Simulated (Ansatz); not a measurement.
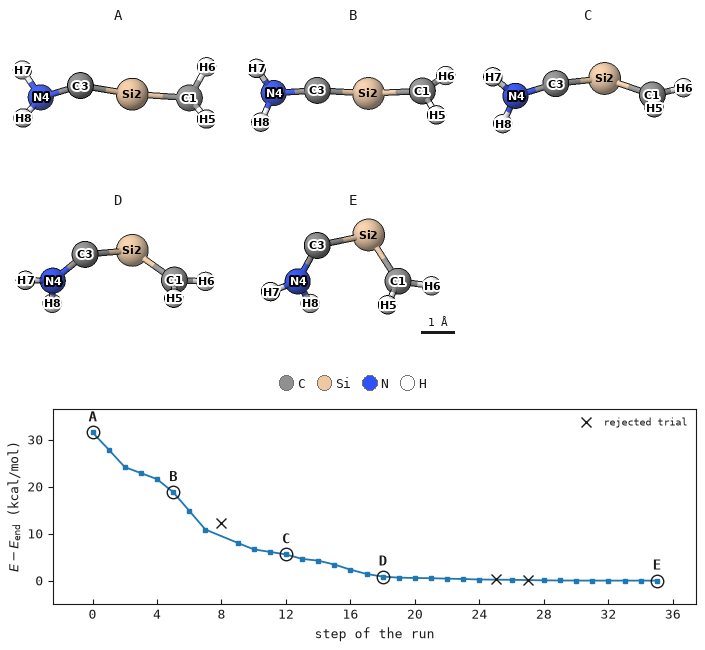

Frames of a relaxation of C₂H₄NSi (charge −1), marked on the history of the run. A ball-and-stick model, seen at a tilt.

Method: Ansatz, RKS PBE0-D4/def2-TZVPD.

The input:
```yaml
crystal:
  periodic: [false, false, false]
  atoms:
    - {symbol: C, position_ang: [-0.821190, 2.251360, -0.118500]}
    - {symbol: Si, position_ang: [-0.184070, 0.579530, -0.046840]}
    - {symbol: C, position_ang: [0.678030, -0.899020, -0.226230]}
    - {symbol: N, position_ang: [0.339750, -2.170280, 0.486230]}
    - {symbol: H, position_ang: [-1.222110, 2.564360, -1.100850]}
    - {symbol: H, position_ang: [-0.133860, 3.036350, 0.248510]}
    - {symbol: H, position_ang: [1.180890, -2.477150, 0.983020]}
    - {symbol: H, position_ang: [0.162560, -2.885150, -0.225350]}
basis:
  gaussian: {orbitals: def2-TZVPD}
total_charge: -1
hamiltonian: {xc: pbe0, dispersion: d4}
relax: {f_tol: 0.005, max_steps: 200}
```

Launched with:
```bash
ansatz run in.yaml --threads 2 --pin off --events-out ev --progress --plain --max-ram 4352MiB
```

**What happens along the run?**

After 32 accepted moves (35 points after the start) the energy has fallen by 31.5 kcal/mol. Largest force component: 0.99 eV/Å at the start, 0.0037 eV/Å at the end. The line search rejected the trial steps at points 8, 25, 27 of the run. H8 moves most after the best rigid fit: 1.86 Å. Largest moves by element: H 1.86 Å, Si 1.48 Å, C 0.84 Å, N 0.76 Å. Near-neighbour distances that change, for instance: C3–N4 1.496 → 1.307 Å, Si2–C3 1.721 → 1.903 Å, C1–Si2 1.791 → 1.770 Å, C1–H5 1.106 → 1.094 Å. Bond angles that change, for instance: C1–Si2–C3 167.5° → 98.7°, C3–N4–H8 107.5° → 123.0°, C3–N4–H7 107.5° → 122.3°. The run took 2.4 min on 2 threads of Arm Neoverse V2, on a shared host. From step 0 to 5: H7 moves most (0.60 Å), energy −12.7 kcal/mol. From step 5 to 12: H5 moves most (0.68 Å), energy −13.2 kcal/mol. From step 12 to 18: H8 moves most (0.61 Å), energy −4.72 kcal/mol. From step 18 to 35: H8 moves most (0.74 Å), energy −0.86 kcal/mol.

```tsv
step	E − E(0), kcal/mol	largest force component, eV/Å	note
0	0.00	0.9860	
1	-3.63	0.6907	
2	-7.37	0.5677	
3	-8.65	0.7217	
4	-9.93	1.0982	
5	-12.71	1.1744	
6	-16.67	1.0799	
7	-20.66	1.6851	
8	-19.20	2.7422	rejected
9	-23.49	0.7356	
10	-24.88	0.4941	
11	-25.42	0.2794	
13	-26.91	1.1232	
14	-27.29	1.9645	
15	-28.11	1.4781	
17	-30.12	0.6102	
18	-30.68	0.3399	
19	-30.90	0.2053	
21	-31.02	0.0417	
22	-31.11	0.1602	
23	-31.20	0.2274	
24	-31.30	0.2557	
26	-31.36	0.4309	
27	-31.31	0.2253	rejected
28	-31.48	0.0918	
30	-31.53	0.0864	
31	-31.53	0.0523	
32	-31.53	0.0513	
34	-31.54	0.0074	
35	-31.54	0.0037
```
